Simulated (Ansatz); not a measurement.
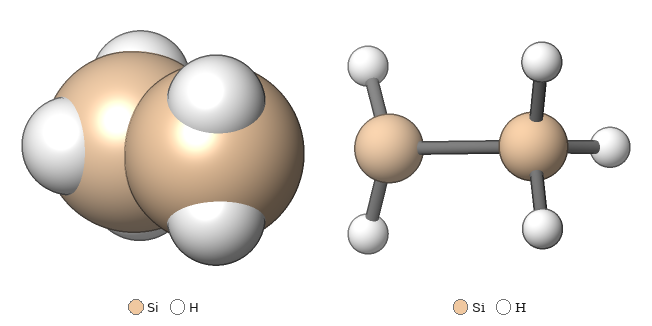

Both panels show the same species.

State: neutral, doublet.

Describe the molecule.

Formula Si₂H₅. It is an open-shell species. Coordination: 1 Si trigonal pyramidal; 1 Si tetrahedral.

The parts below concern this one geometry. Atoms keep their numbers from picture to picture. Computed geometry: PBE0-D4/def2-TZVP optimisation.

## Shape

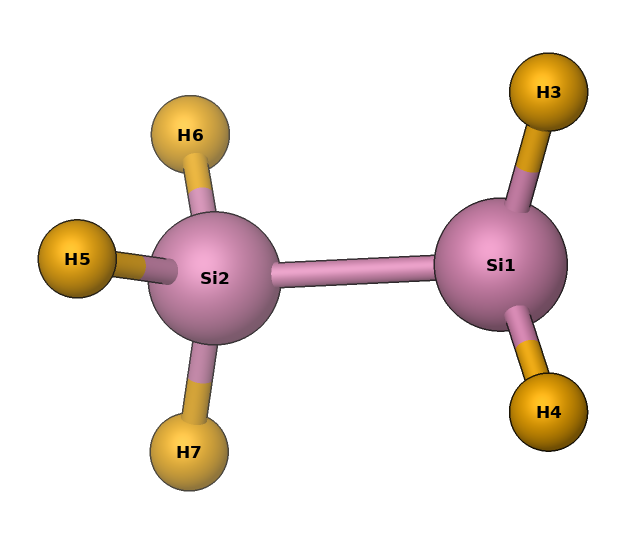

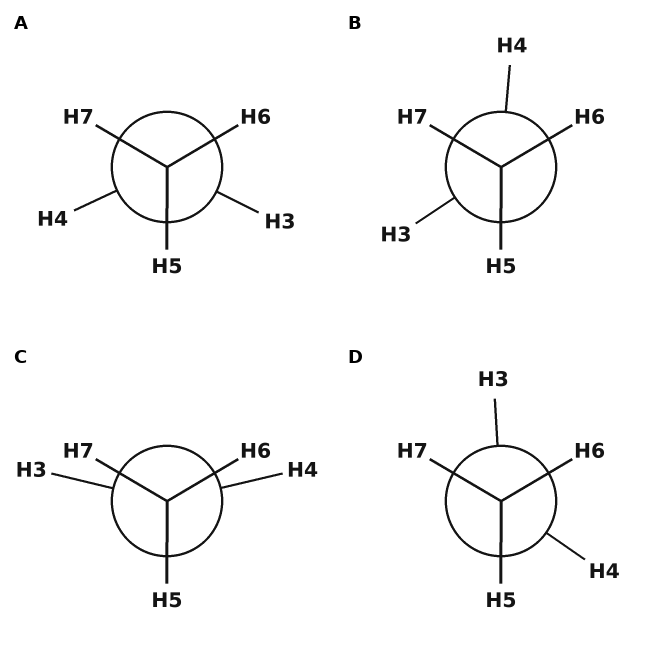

Depth is shown by fading: the farther an atom, the more it takes the colour of the background. Bonds that would overlap in a projection are set slightly apart.

> Which Newman projection shows the view along Si2–Si1, with Si2 in front?

A. The torsion angle H5–Si2–Si1–H3 is −64°, synclinal (gauche).

## Electronic properties

Level of theory: UKS BHLYP-D4/def2-TZVPP (Ansatz 0.2.0).

> Estimate the dispersion correction.

−16.1 kJ/mol.

> What is the ⟨S²⟩ of the determinant?

0.754.

## Vibrations

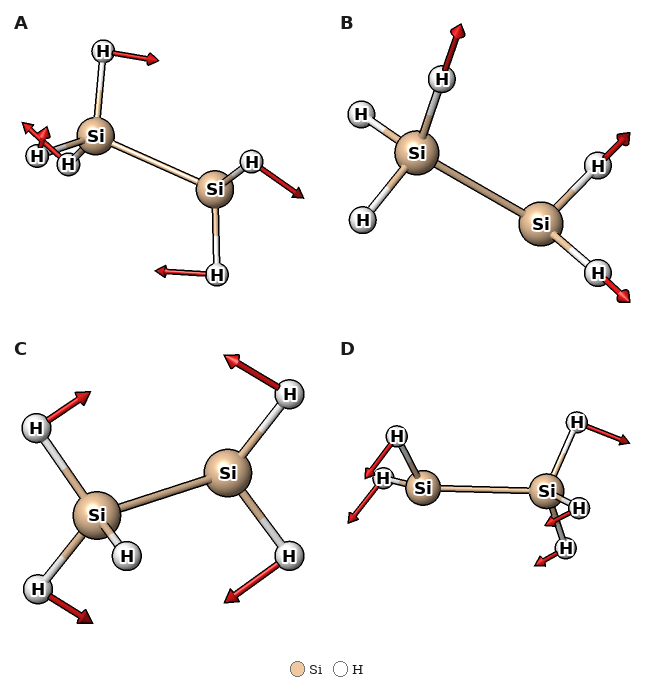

4 normal modes of one molecule or complex, as arrows. Harmonic vibrations computed with UKS PBE0-D4/def2-TZVP (Ansatz 0.2.0) at a stationary point of the same level.

> Match the panels to the wavenumbers 389 cm⁻¹, 627 cm⁻¹, 923 cm⁻¹, 2205 cm⁻¹.

A: 627 cm⁻¹, H–Si–Si bending
B: 2205 cm⁻¹, in-phase stretching of 3 Si–H bonds
C: 923 cm⁻¹, H–Si–H bending
D: 389 cm⁻¹, H–Si–Si bending

## Thermal motion

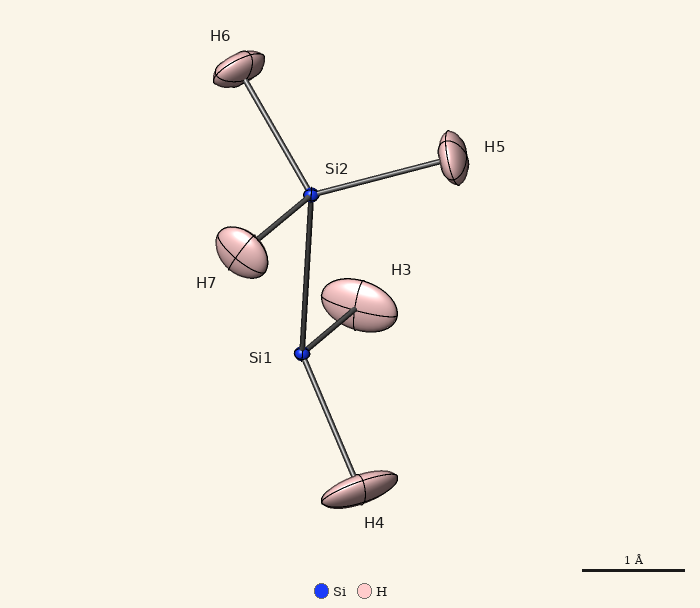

Displacement ellipsoids at the 50 % level, from the internal vibrations of the free molecule (harmonic, no overall translation or rotation; no half-axis is drawn under 0.075 Å). Vibrations computed with UKS PBE0-D4/def2-TZVP (Ansatz 0.2.0). Temperature: 100 K.

> Which atom has the largest mean-square displacement?

H3, H4, with U_eq = 0.0344 Å².

> Does H3 move more along its bond or across it?

Across it: the root-mean-square amplitude is 0.087 Å along the bond and up to 0.257 Å across, since bending and torsion are softer than stretching.

List U_eq and the three principal root-mean-square amplitudes for each kind of atom.

```
  atom  U_eq (Å²)   rms amplitudes (Å)
   Si1    0.00033  0.011, 0.012, 0.027
   Si2    0.00031  0.011, 0.011, 0.026
H3, H4     0.0344  0.086, 0.172, 0.257
    H5     0.0229  0.086, 0.165, 0.184
H6, H7     0.0236  0.086, 0.162, 0.193
```

## Charges

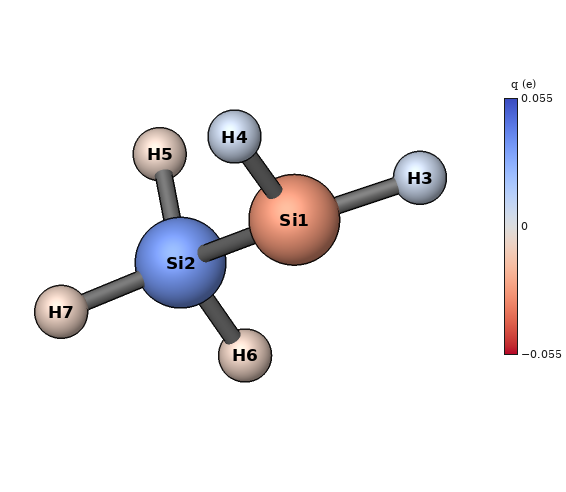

Atoms are coloured by their Mulliken charges. Level of theory: UKS PBE0-D4/def2-TZVP (Ansatz 0.2.0).

List the Mulliken charges.

```json
{"atom": "Si1", "value (e)": "−0.03"}
{"atom": "Si2", "value (e)": "0.03"}
{"atom": "H3", "value (e)": "0.01"}
{"atom": "H4", "value (e)": "0.01"}
{"atom": "H5", "value (e)": "−0.01"}
{"atom": "H6", "value (e)": "−0.01"}
{"atom": "H7", "value (e)": "−0.01"}
```

Mulliken values depend strongly on the basis set and can even reverse the polarity of a bond.
